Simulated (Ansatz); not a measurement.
**Changed inputs in constrained RPA: CrF6 (R-3)**

Aim: hold the target of a cRPA run on CrF6 (R-3) and move one thing at a time.

Method: constrained RPA on LDA, plane waves, PAW, in Ansatz 0.2.0.

## 1. Set-up

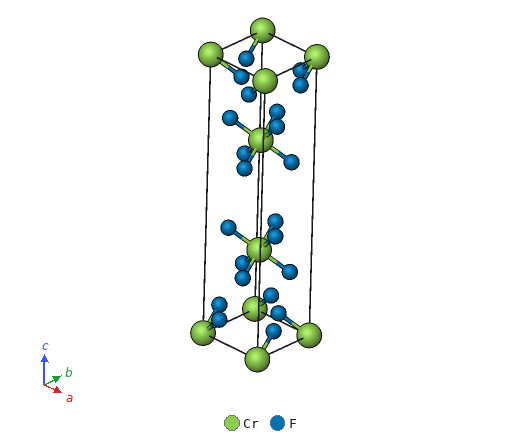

The cell as given, slightly off an axis (chromium green, fluorine blue). This picture shows the conventional cell, with its axes. Some periodic images of atoms are drawn too.

The cell and positions are those that the Materials Project relaxed with its own functionals (PBE, PBE+U or r2SCAN), kept fixed. The program's search for lower electronic states was switched off, so nothing shows that the state found is the lowest. The default PAW set here is soft_2. Its files were made with PBE.

## 2. Base: Cr t2g, bands c1 to c3, 4×4×4 mesh, medium accuracy

Constrained RPA screens the interaction with every transition except those inside the target bands, which a later many-body model would treat itself.

Contents of input.yaml:

```yaml
crystal:
  lattice:
    - [-0.54342176, 2.55823634, -4.46604437]
    - [-4.46604437, 0.54342176, -2.55823634]
    - [-2.55823634, 4.46604437, -0.54342176]
  atoms:
    - { symbol: Cr, position: [0.0, 0.0, 0.0] }
    - { symbol: F, position: [0.36859872, 0.0818433, 0.77900413] }
    - { symbol: F, position: [0.0818433, 0.77900413, 0.36859872] }
    - { symbol: F, position: [0.22099587, 0.63140128, 0.9181567] }
    - { symbol: F, position: [0.9181567, 0.22099587, 0.63140128] }
    - { symbol: F, position: [0.63140128, 0.9181567, 0.22099587] }
    - { symbol: F, position: [0.77900413, 0.36859872, 0.0818433] }
kpoints:
  mp_grid: { grid: [6, 6, 6] }
hamiltonian:
  xc: lda
scf:
  occupations: { method: gaussian, width: 0.08 }
  n_extra_bands: 19
  max_iter: 150
  lower_state_search: "off"
output:
  crpa:
    kmesh: [4, 4, 4]
    target_bands: [c1, c3]
    projections: [{ species: Cr, l: d, shell: 3, orbitals: [dxz, dyz, dxy] }]
  local_orbitals:
    kmesh: [8, 8, 8]
    orbitals: [{ species: Cr, l: d, shell: 3, orbitals: [dxz, dyz, dxy] }]
    window: { bands: [c1, c3] }
    seedname: lo
```

On the command line:

```sh
$ ansatz run input.yaml --threads 4 --pin off --max-ram 9216MiB --backend cpu --events-out ev --progress --plain --runs-dir out
```

Numbers of over 12 decimals in the logs are rounded to 6 here.

The program printed:

```text
scf.n_extra_bands = 19 over 28 filled bands (N_el = 56.0): the run solves 47 bands
Engine: ansatz 0.2.0, x86_64-unknown-linux-gnu
Pseudopotentials: kind: paw
Pseudopotential: Cr, paw, valence charge 14, recommended cutoff 420 eV (normal), Cr.paw.azcp
Pseudopotential: F, paw, valence charge 7, recommended cutoff 420 eV (normal), F.paw.azcp
Functional definition: SPW92
  exchange = slater_x
  correlation = pw_c
Crystal: 7 atoms, lattice volume = 87.355 Å³
Basis set: ecut = 420 eV, 1707 PW (Γ)
Bands: 47, of which v1, the nominal top of the filled ones, is band 28 counted from 1 (27 counted from 0)
Symmetry: 6 space group operations
Space group: R-3 (ITA 148), of the structure as read, at distance tolerance 4.4e-5 Å
k-points: 40 of 216
Non-local potential: Cr, projectors of the file, l = 0: 3, l = 1: 2, l = 2: 3, l = 3: 1
Non-local potential: F, projectors of the file, l = 0: 2, l = 1: 2, l = 2: 1
PAW form: soft (Blöchl's): semilocal exchange-correlation on the pseudo side does not see the compensation charge
PAW frozen core: Cr, regenerated for the run's functional, and the local potential with it (the file was generated under x = pbe(κ = 0.804, μ = 0.219515), c = pbe(β = 0.066725))
PAW frozen core: F, regenerated for the run's functional, and the local potential with it (the file was generated under x = pbe(κ = 0.804, μ = 0.219515), c = pbe(β = 0.066725))
PAW one-centre angular grid: Cr, 590 points (default); XC on 64 Gauss nodes
PAW one-centre angular grid: F, 110 points (default); XC on 64 Gauss nodes
Initial density: superposition of atomic densities (neutral atoms: chi_scale 0, normalization atom), corrected by the library's trained network
Initial wavefunctions: pseudopotential atomic-orbital guess
Functional: x = slater, c = lda
SCF iter   1: F=—  HF=-8082.789416 eV  |F-HF|=—  |Δ(HF+E_count)|=         —  Δρ=1.90e-2  dr2=2.06e-1  ethr=1.77e-3  ⟨swp⟩=5.5  Hψ=7923  notcnv=0  defer=221
preconditioner: auto → Resta (q_TF=auto, 2.533 Å⁻¹)  ε∞=2.8  [insulator: Δε(μ)=1.779 eV  Ē_g=20.697 eV  σ=0.080 eV  W_gap=1.00  n_scr=20 (ndim 8)  ℏωp=27.5 eV  f_vac=0.211  D(μ)=0.00/eV (n_scr^D=0)  ε∞_Penn≈2.8]
SCF iter   2: F=—  HF=-8082.747848 eV  |F-HF|=—  |Δ(HF+E_count)|=   4.16e-2  Δρ=1.58e-2  dr2=2.29e-1  ethr=3.68e-4  ⟨swp⟩=3.0  Hψ=3363  notcnv=0  defer=557
SCF iter   3: F=—  HF=-8082.746896 eV  |F-HF|=—  |Δ(HF+E_count)|=   9.52e-4  Δρ=1.53e-2  dr2=2.28e-1  ethr=3.68e-4  ⟨swp⟩=2.9  Hψ=2226  notcnv=0  defer=557
SCF iter   4: F=—  HF=-8082.725555 eV  |F-HF|=—  |Δ(HF+E_count)|=   2.13e-2  Δρ=2.85e-3  dr2=7.07e-3  ethr=3.68e-4  ⟨swp⟩=2.0  Hψ=1523  notcnv=0  defer=557
SCF iter   5: F=—  HF=-8082.724955 eV  |F-HF|=—  |Δ(HF+E_count)|=   6.00e-4  Δρ=9.82e-4  dr2=8.48e-4  ethr=1.26e-5  ⟨swp⟩=1.0  Hψ=2156  notcnv=0  defer=557
SCF iter   6: F=—  HF=-8082.724882 eV  |F-HF|=—  |Δ(HF+E_count)|=   7.29e-5  Δρ=1.25e-4  dr2=8.95e-6  ethr=1.51e-6  ⟨swp⟩=1.0  Hψ=1322  notcnv=0  defer=557
SCF iter   7: F=—  HF=-8082.724883 eV  |F-HF|=—  |Δ(HF+E_count)|=   1.36e-6  Δρ=5.07e-5  dr2=2.11e-6  ethr=1.60e-8  ⟨swp⟩=3.0  Hψ=2515  notcnv=0  defer=557
SCF iter   8: F=-8082.724883 eV  HF=-8082.724883 eV  |F-HF|=4.38e-8  |Δ(HF+E_count)|=   1.45e-7  Δρ=7.87e-6  dr2=6.30e-8  ethr=1.79e-10  ⟨swp⟩=8.2  Hψ=8459  notcnv=0
SCF 1 converged in 8 iterations: F = -8082.724883 eV  dr2 = 6.30e-8
[...]
NSCF: frozen V_eff on 92 k-points
NSCF: frozen V_eff on 14 k-points
[...]
cRPA screening: q 1/64
cRPA screening: q 2/64
cRPA screening: q 8/64 (q-point 3)
cRPA screening: q 11/64 (q-point 6)
cRPA screening: q 17/64 (q-point 7)
cRPA screening: q 23/64 (q-point 8)
cRPA screening: q 29/64 (q-point 10)
cRPA screening: q 35/64 (q-point 11)
cRPA screening: q 38/64 (q-point 22)
cRPA screening: q 40/64 (q-point 23)
cRPA screening: q 46/64 (q-point 24)
cRPA screening: q 52/64 (q-point 27)
cRPA screening: q 58/64 (q-point 28)
cRPA screening: q 64/64 (q-point 43)
SCF converged after 8 iterations
Free energy (F): -8082.724883 eV
Harris-Foulkes:  -8082.724883 eV  (|F-HF|=4.38e-8)
Internal energy: -8082.724883 eV  (E = F + TS)
E sigma→0 (E₀):  -8082.724883 eV
Fermi energy:    0.141499 eV
--- Per-component energies (eV) ---
  E_band       = -757.107875
  E_kinetic    = 1554.425325
  E_local      = -6372.969923  (includes V_loc(G=0)·N_el)
  E_nonlocal   = 527.001922
  E_hartree    = 2466.068796
  E_xc         = -599.486463
  E_vxc        = -774.248617  (∫ρ·V_xc dr)
  E_paw        = -2253.613300  (= ΣΔE_a)
  E_vpaw       = -623.480820  (= ΣTr[D̂ρ^β])
  E_aug_tail   = 0.012339  (compensation charges beyond the density's cutoff)
  E_ewald      = -3405.208213
  E_core_change = 1.044635  (= ΣΔE_core)
  E_smearing   = -0.000000  (= −TS)
  E_closure    = 0.000000  (closes the sum)
  Σ components = -8082.724883   (vs F -8082.724883, Δ=0.00e0)
--- Band table (eV; the first three rows and the last of 40) ---
  k-point 0: bands = [... 24 lower, -1.0642, -1.0243, -0.9840, -0.9840, 1.0599, 1.2740, 1.2740, 4.5817, ... 15 higher]
  k-point 1: bands = [... 24 lower, -1.1520, -1.0696, -0.9518, -0.8693, 1.1251, 1.2441, 1.3161, 4.5491, ... 15 higher]
  k-point 2: bands = [... 24 lower, -1.1287, -0.9922, -0.9532, -0.8735, 1.1449, 1.2312, 1.4140, 4.4778, ... 15 higher]
  k-point 39: bands = [... 24 lower, -1.1269, -1.1269, -0.9315, -0.9315, 1.2305, 1.3602, 1.3602, 4.5089, ... 15 higher]
--- cRPA (band scheme, projected local orbitals): target bands 29..31 (1-based), 3 Wannier function(s), 4×4×4 mesh, 62 bands' worth read of 67 solved, ecut_chi 136.0 eV, v(q+G=0) probe_charge, pair densities all_electron ---
  χ-basis size per q: N_G = 310..323
  window electrons = 0.0000, filled by tetrahedron_uncorrected; constrained ε̄⁻¹(q = 0, 0) head = 0.310591; min gauge Gram eig = 0.5430
  Kanamori averages over each shell's own Wannier functions (sites counted from 0, functions from 1):
    Site 0, 3D, 3 of 5 d orbitals (Wannier functions 1, 2, 3; wannier90's mr 2, 3, 5):
      screened: U = 4.4092 eV, U' = 3.6052 eV, J = 0.3273 eV
      screened, to within: U = 1.4e-2 eV, U' = 1.4e-2 eV, J = 4.7e-4 eV
      bare: V = 15.7946 eV, V' = 14.5203 eV, J = 0.4791 eV
  Hermiticity witness max|P − P†| over intra, direct and exchange elements: 1.07e-14 eV (screened), 2.36e-24 eV (bare)
  Reality witness max|Im| over intra, direct and exchange elements: 2.22e-11 eV (screened), 2.94e-19 eV (bare)
```

The job ended after 48 s (4 threads of AMD EPYC 9R45, shared host; peak memory 0.76 GiB; 3 min of CPU time).

This step gave:

* U: 4.409 eV
* U prime (inter-orbital): 3.605 eV
* J: 0.3273 eV
* bare V: 15.79 eV
* bare J: 0.4791 eV
* stated bound on U: 0.01362 eV
* U over bare V: 0.2792
* electrons in the window: 0
* head of the constrained inverse dielectric matrix: 0.3106
* least eigenvalue of the projection's overlap: 0.5430
* target functions: 3
* bands in the sums: 62
* r.m.s. miss of the model bands: 8.30e-5 eV
* width of the target bands: 0.4371 eV
* weight of the projected orbitals in the window: 0.5614

On the Cr t2g shell, screening brings the on-site interaction from 15.8 eV down to U = 4.41 eV.

## 3. Changed: 2×2×2 mesh

Changes to input.yaml since step 2:

```diff
@@ -24,9 +24,4 @@
   crpa:
-    kmesh: [4, 4, 4]
+    kmesh: [2, 2, 2]
     target_bands: [c1, c3]
     projections: [{ species: Cr, l: d, shell: 3, orbitals: [dxz, dyz, dxy] }]
-  local_orbitals:
-    kmesh: [8, 8, 8]
-    orbitals: [{ species: Cr, l: d, shell: 3, orbitals: [dxz, dyz, dxy] }]
-    window: { bands: [c1, c3] }
-    seedname: lo
```

The program printed:

```text
[...]
Crystal: 7 atoms, lattice volume = 87.355 Å³
Basis set: ecut = 420 eV, 1707 PW (Γ)
Bands: 47, of which v1, the nominal top of the filled ones, is band 28 counted from 1 (27 counted from 0)
Symmetry: 6 space group operations
[...]
k-points: 40 of 216
[...]
SCF iter   1: F=—  HF=-8082.789416 eV  |F-HF|=—  |Δ(HF+E_count)|=         —  Δρ=1.90e-2  dr2=2.06e-1  ethr=1.77e-3  ⟨swp⟩=5.5  Hψ=7923  notcnv=0  defer=221
[...]
SCF iter   8: F=-8082.724883 eV  HF=-8082.724883 eV  |F-HF|=4.38e-8  |Δ(HF+E_count)|=   1.45e-7  Δρ=7.87e-6  dr2=6.30e-8  ethr=1.79e-10  ⟨swp⟩=8.2  Hψ=8459  notcnv=0
SCF 1 converged in 8 iterations: F = -8082.724883 eV  dr2 = 6.30e-8
[...]
NSCF: frozen V_eff on 4 k-points
[...]
cRPA screening: q 1/8
cRPA screening: q 2/8
cRPA screening: q 5/8 (q-point 4)
cRPA screening: q 8/8
SCF converged after 8 iterations
Free energy (F): -8082.724883 eV
[...]
Internal energy: -8082.724883 eV  (E = F + TS)
E sigma→0 (E₀):  -8082.724883 eV
Fermi energy:    0.141499 eV
[...]
--- Band table (eV; the first three rows and the last of 40) ---
  k-point 0: bands = [... 24 lower, -1.0642, -1.0243, -0.9840, -0.9840, 1.0599, 1.2740, 1.2740, 4.5817, ... 15 higher]
  k-point 1: bands = [... 24 lower, -1.1520, -1.0696, -0.9518, -0.8693, 1.1251, 1.2441, 1.3161, 4.5491, ... 15 higher]
  k-point 2: bands = [... 24 lower, -1.1287, -0.9922, -0.9532, -0.8735, 1.1449, 1.2312, 1.4140, 4.4778, ... 15 higher]
  k-point 39: bands = [... 24 lower, -1.1269, -1.1269, -0.9315, -0.9315, 1.2305, 1.3602, 1.3602, 4.5089, ... 15 higher]
[...]
χ-basis size per q: N_G = 310..321
[...]
Site 0, 3D, 3 of 5 d orbitals (Wannier functions 1, 2, 3; wannier90's mr 2, 3, 5):
      screened: U = 4.4837 eV, U' = 3.6669 eV, J = 0.3331 eV
      screened, to within: U = 1.5e-2 eV, U' = 1.5e-2 eV, J = 5.1e-4 eV
      bare: V = 16.0347 eV, V' = 14.7540 eV, J = 0.4851 eV
[...]
```

The job ended after 3.5 s (4 threads; peak memory 0.61 GiB; 12 s of CPU time).

Numbers from this step:

```yaml
u: 4.484 eV
u_prime_inter_orbital: 3.667 eV
j: 0.3331 eV
bare_v: 16.03 eV
bare_j: 0.4851 eV
stated_bound_on_u: 0.01487 eV
u_over_bare_v: 0.2796
electrons_in_the_window: 0
head_of_the_constrained_inverse_dielectric_matrix: 0.2698
least_eigenvalue_of_the_projection_s_overlap: 0.5465
target_functions: 3
bands_in_the_sums: 62
width_of_the_target_bands: 0.4371 eV
weight_of_the_projected_orbitals_in_the_window: 0.5614
```

On the Cr t2g shell, screening brings the on-site interaction from 16.0 eV down to U = 4.48 eV.

## 4. Changed: 6×6×6 mesh

Changes to input.yaml since step 3:

```diff
@@ -24,3 +24,3 @@
   crpa:
-    kmesh: [2, 2, 2]
+    kmesh: [6, 6, 6]
     target_bands: [c1, c3]
```

The program printed:

```text
[...]
Crystal: 7 atoms, lattice volume = 87.355 Å³
Basis set: ecut = 420 eV, 1707 PW (Γ)
Bands: 47, of which v1, the nominal top of the filled ones, is band 28 counted from 1 (27 counted from 0)
Symmetry: 6 space group operations
[...]
k-points: 40 of 216
[...]
k-point 39: bands = [... 24 lower, -1.1269, -1.1269, -0.9315, -0.9315, 1.2305, 1.3602, 1.3602, 4.5089, ... 15 higher]
[...]
χ-basis size per q: N_G = 305..329
[...]
Site 0, 3D, 3 of 5 d orbitals (Wannier functions 1, 2, 3; wannier90's mr 2, 3, 5):
      screened: U = 4.4048 eV, U' = 3.6010 eV, J = 0.3272 eV
      screened, to within: U = 1.3e-2 eV, U' = 1.3e-2 eV, J = 4.7e-4 eV
      bare: V = 15.7804 eV, V' = 14.5062 eV, J = 0.4791 eV
[...]
[key lines of the parts left out:]
SCF converged after 8 iterations
Free energy (F): -8082.724883 eV
Fermi energy:    0.141499 eV
```

Elapsed: 6.9 min, on 4 threads; peak memory 1.1 GiB.

This step gave:

```
U                                                 : 4.405 eV
U prime (inter-orbital)                           : 3.601 eV
J                                                 : 0.3272 eV
bare V                                            : 15.78 eV
bare J                                            : 0.4791 eV
stated bound on U                                 : 0.01292 eV
U over bare V                                     : 0.2791
electrons in the window                           : 0
head of the constrained inverse dielectric matrix : 0.3126
least eigenvalue of the projection's overlap      : 0.5392
target functions                                  : 3
bands in the sums                                 : 62
width of the target bands                         : 0.4371 eV
weight of the projected orbitals in the window    : 0.5614
```

On the Cr t2g shell, screening brings the on-site interaction from 15.8 eV down to U = 4.40 eV.

## 5. Changed: sums over states

Changes to input.yaml since step 4:

```diff
@@ -24,4 +24,7 @@
   crpa:
-    kmesh: [6, 6, 6]
+    kmesh: [4, 4, 4]
     target_bands: [c1, c3]
     projections: [{ species: Cr, l: d, shell: 3, orbitals: [dxz, dyz, dxy] }]
+    accuracy: sum_over_states
+    n_empty_bands: 112
+    ecut_chi: 70
```

The program printed:

```text
[...]
Crystal: 7 atoms, lattice volume = 87.355 Å³
Basis set: ecut = 420 eV, 1707 PW (Γ)
Bands: 47, of which v1, the nominal top of the filled ones, is band 28 counted from 1 (27 counted from 0)
Symmetry: 6 space group operations
[...]
k-points: 40 of 216
[...]
χ-basis size per q: N_G = 108..122
[...]
U and J over all bands: no bound (output.crpa.accuracy: sum_over_states); those below are of the sums over the bands read on the sphere of ecut_chi, with what the atoms add
[...]
Site 0, 3D, 3 of 5 d orbitals (Wannier functions 1, 2, 3; wannier90's mr 2, 3, 5):
      screened: U = 4.7223 eV, U' = 3.8080 eV, J = 0.4065 eV
      bare: V = 15.7946 eV, V' = 14.5203 eV, J = 0.4791 eV
[...]
[key lines of the parts left out:]
SCF converged after 8 iterations
Free energy (F): -8082.724883 eV
Fermi energy:    0.141499 eV
```

Run time: 11 s. Hardware: 4 threads; peak memory 0.77 GiB.

This variant gives U = 4.72 eV against 4.41 eV. It is a finite sum over empty states with no bound on its error and stays out of the table below.

## 6. Changed: smooth pair densities

Changes to input.yaml since step 5:

```diff
@@ -27,4 +27,2 @@
     projections: [{ species: Cr, l: d, shell: 3, orbitals: [dxz, dyz, dxy] }]
-    accuracy: sum_over_states
-    n_empty_bands: 112
-    ecut_chi: 70
+    pair_densities: pseudo
```

The program printed:

```text
[...]
Crystal: 7 atoms, lattice volume = 87.355 Å³
Basis set: ecut = 420 eV, 1707 PW (Γ)
Bands: 47, of which v1, the nominal top of the filled ones, is band 28 counted from 1 (27 counted from 0)
Symmetry: 6 space group operations
[...]
k-points: 40 of 216
[...]
χ-basis size per q: N_G = 310..323
[...]
Site 0, 3D, 3 of 5 d orbitals (Wannier functions 1, 2, 3; wannier90's mr 2, 3, 5):
      screened: U = 4.4336 eV, U' = 3.5965 eV, J = 0.3410 eV
      screened, to within: U = 5.7e-3 eV, U' = 5.7e-3 eV, J = 1.5e-4 eV
      screened, sum over states alone: U = 4.8046 eV, U' = 3.7874 eV, J = 0.4433 eV
      bare: V = 15.7946 eV, V' = 14.5203 eV, J = 0.4791 eV
[...]
[key lines of the parts left out:]
SCF converged after 8 iterations
Free energy (F): -8082.724883 eV
Fermi energy:    0.141499 eV
```

Run time: 52 s. Hardware: 4 threads; peak memory 0.72 GiB; 3.4 min of CPU time.

Numbers from this step:

```yaml
u: 4.434 eV
u_prime_inter_orbital: 3.596 eV
j: 0.3410 eV
bare_v: 15.79 eV
bare_j: 0.4791 eV
stated_bound_on_u: 0.005613 eV
u_over_bare_v: 0.2807
electrons_in_the_window: 0
head_of_the_constrained_inverse_dielectric_matrix: 0.3110
least_eigenvalue_of_the_projection_s_overlap: 0.5430
target_functions: 3
bands_in_the_sums: 62
width_of_the_target_bands: 0.4371 eV
weight_of_the_projected_orbitals_in_the_window: 0.5614
```

On the Cr t2g shell, screening brings the on-site interaction from 15.8 eV down to U = 4.43 eV.

## 7. Changed: orbitals of another atom

Changes to input.yaml since step 6:

```diff
@@ -26,3 +26,2 @@
     target_bands: [c1, c3]
-    projections: [{ species: Cr, l: d, shell: 3, orbitals: [dxz, dyz, dxy] }]
-    pair_densities: pseudo
+    projections: [{ species: F, l: p }]
```

The program printed:

```text
Error: invalid value for `output.crpa.projections`: 18 orbital(s) selected but the target window spans 3 band(s); name one orbital per band of it
```

It took 0.06 s on 4 threads; peak memory 0.1 GiB.

The program refused the input before any cycle.

The program's message: “Error: invalid value for `output.crpa.projections`: 18 orbital(s) selected but the target window spans 3 band(s); name one orbital per band of it”

The fault put into this input: trial orbitals that do not match the target bands.

## 8. Changed: potentials

Changes to input.yaml since step 7:

```diff
@@ -17,2 +17,3 @@
   xc: lda
+  pseudopotentials: { kind: paw, source: ansatz }
 scf:
@@ -26,2 +27,2 @@
     target_bands: [c1, c3]
-    projections: [{ species: F, l: p }]
+    projections: [{ species: Cr, l: d, shell: 3, orbitals: [dxz, dyz, dxy] }]
```

The program printed:

```text
[...]
Crystal: 7 atoms, lattice volume = 87.355 Å³
Basis set: ecut = 1050 eV, 6761 PW (Γ)
Bands: 47, of which v1, the nominal top of the filled ones, is band 28 counted from 1 (27 counted from 0)
Symmetry: 6 space group operations
[...]
k-points: 40 of 216
[...]
k-point 39: bands = [... 24 lower, -1.1676, -1.1676, -0.9677, -0.9677, 1.1955, 1.3257, 1.3257, 4.4773, ... 15 higher]
[...]
χ-basis size per q: N_G = 310..323
[...]
Site 0, 3D, 3 of 5 d orbitals (Wannier functions 1, 2, 3; wannier90's mr 2, 3, 5):
      screened: U = 4.4114 eV, U' = 3.6094 eV, J = 0.3269 eV
      screened, to within: U = 1.4e-2 eV, U' = 1.4e-2 eV, J = 5.3e-4 eV
      bare: V = 15.8036 eV, V' = 14.5312 eV, J = 0.4797 eV
[...]
[key lines of the parts left out:]
SCF converged after 12 iterations
Free energy (F): -8082.874787 eV
Fermi energy:    0.106681 eV
```

It took 3.1 min on 4 threads; peak memory 1.5 GiB; 12 min of CPU time.

This step gave:

```
U                                                 : 4.411 eV
U prime (inter-orbital)                           : 3.609 eV
J                                                 : 0.3269 eV
bare V                                            : 15.80 eV
bare J                                            : 0.4797 eV
stated bound on U                                 : 0.01319 eV
U over bare V                                     : 0.2791
electrons in the window                           : 0
head of the constrained inverse dielectric matrix : 0.3111
least eigenvalue of the projection's overlap      : 0.5427
target functions                                  : 3
bands in the sums                                 : 62
width of the target bands                         : 0.4368 eV
weight of the projected orbitals in the window    : 0.5612
```

On the Cr t2g shell, screening brings the on-site interaction from 15.8 eV down to U = 4.41 eV.

(Continued in part 2 of 2.)

[Paths, hosts, dates, memory and timing lines, banners, echoed tables and standing remarks are left out of the program output.]

[Logs are printed without paths, hosts, clocks, repeated set-up lines and the standing remarks that a program may print on its own settings, such as how far it seeks lower states.]

[Runs of the session that timed out or met a known fault of the program may be left out.]

[Hosts, paths, dates, database ids (printed as entryN), source tags and the programs' standing remarks are cut or masked in the printed files.]
